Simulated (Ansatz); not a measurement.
# ClGaH3NO···H2S: what the fields show

```xyz
10

Ga    0.0380    0.1269    0.1230
N    -0.0333   -0.0094    2.0119
H    -0.9208    0.2356    2.4446
H     0.7147    0.4871    2.4913
Cl    1.8463    0.7605   -0.8149
O    -1.3749   -0.1473   -0.9171
H    -2.1730   -0.3993   -0.4409
S     0.7746   -3.1745    0.8690
H    -0.5308   -3.4546    0.6730
H     0.4794   -2.1986    1.8030
```

Not at a stationary point (largest force 1.1 eV/Å).

Method: RKS PBE0/def2-SVP in Ansatz 0.2.0.

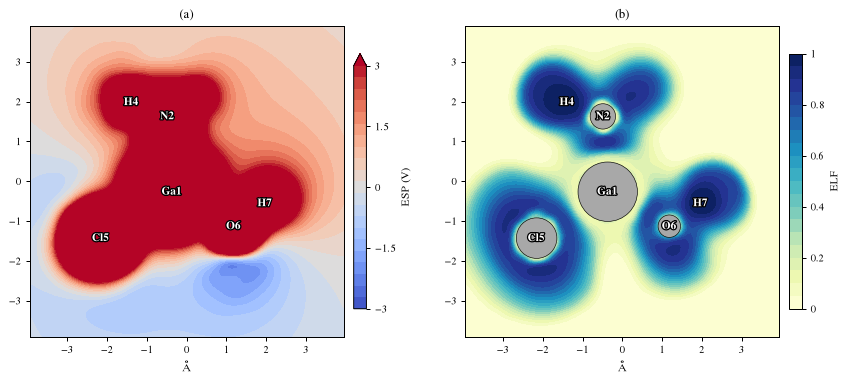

Figure 1. (a) electrostatic potential; (b) electron localisation function on the plane of atoms N2, Ga1 and Cl5. Grey discs cover the atomic cores in the ELF map.

### What do the fields say about this system?

- The section cuts through Ga, N, H, Cl and O sites.
- Ga–O (1.78 Å): the ELF peaks at about 0.85 in the valence shell of O, 0.6 Å from its nucleus, and is about 0.25 at the midpoint.
- Ga–N (1.90 Å): the ELF peaks at about 0.85 in the valence shell of N, 0.7 Å from its nucleus, and is about 0.35 at the midpoint.
- Ga–Cl (2.13 Å): the ELF peaks at about 0.85 in the valence shell of Cl, 0.8 Å from its nucleus, and is about 0.55 at the midpoint.
- O–H (0.96 Å): the ELF climbs to about 1 towards the hydrogen, as it does in any bond to H (an ordinary covalent bond to hydrogen).
- N–H (1.02 Å): the ELF climbs to about 1 towards the hydrogen; an ordinary covalent bond to hydrogen.
- The ELF also peaks beside Cl5 and O6, away from the bonds: lone-pair regions.
- Outside the dense part of the complex the potential is most negative (−2.1 V) near O6.

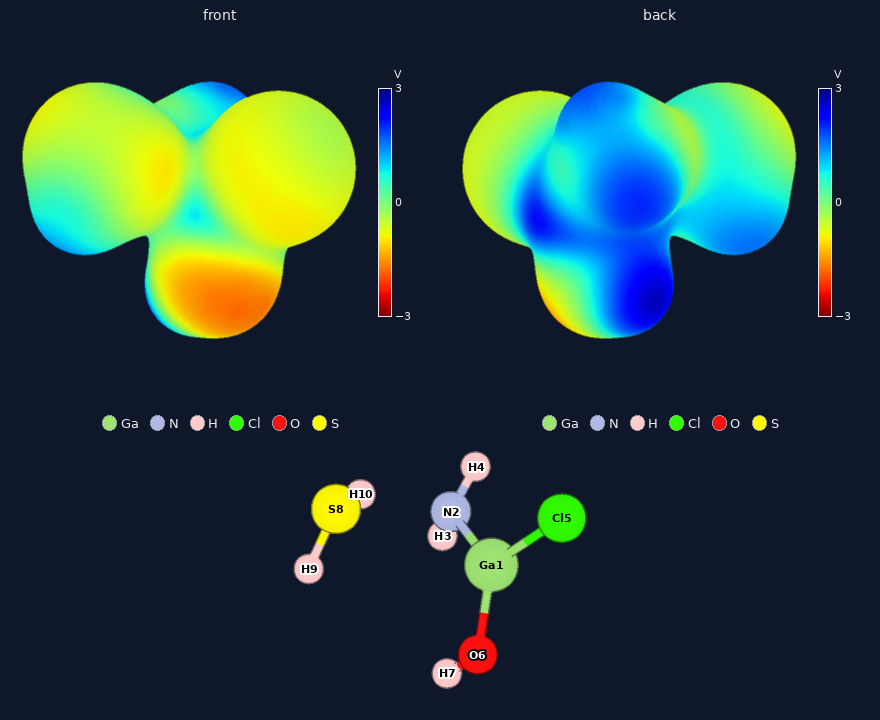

Figure 2. The molecular electrostatic potential painted on the density surface at 0.002 e/bohr³, seen from the front and from behind; red is negative and blue positive. The bare structure is drawn below in the same view.

### Which sites attract a positive test charge, and which a negative one?

A positive charge is drawn to the negative regions and a negative charge to the positive ones. The most negative region (about −1.7 V, or −39 kcal/mol for a unit charge) lies over O6, the most positive (about +2.5 V, or +58 kcal/mol for a unit charge) over H7. O6 is the likeliest acceptor of a hydrogen bond.

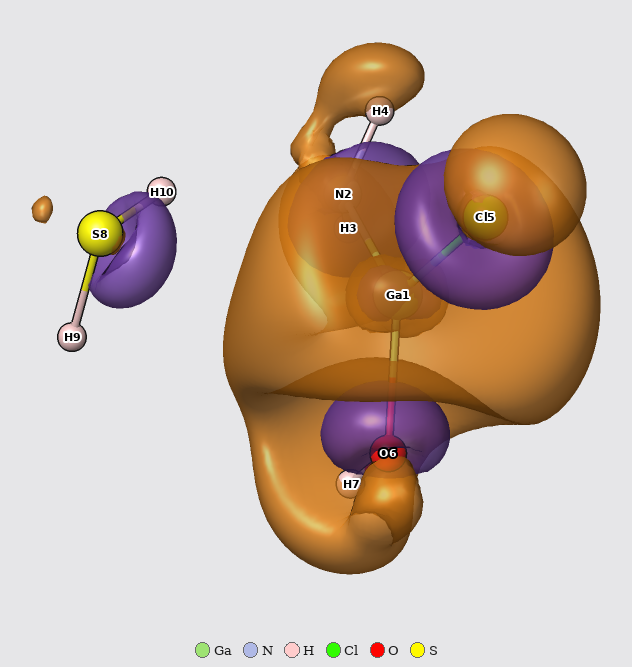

Figure 3. One frontier orbital at ±0.08 Å⁻³ᐟ² (orange and purple are the two phases), seen at a tilt.

### Which orbital is it: HOMO or LUMO?

The LUMO, at −0.63 eV. It lies mainly on Ga1 (about 40 %), Cl5 (about 15 %), N2 (about 15 %), O6 (about 10 %) and H7 (about 5 %).
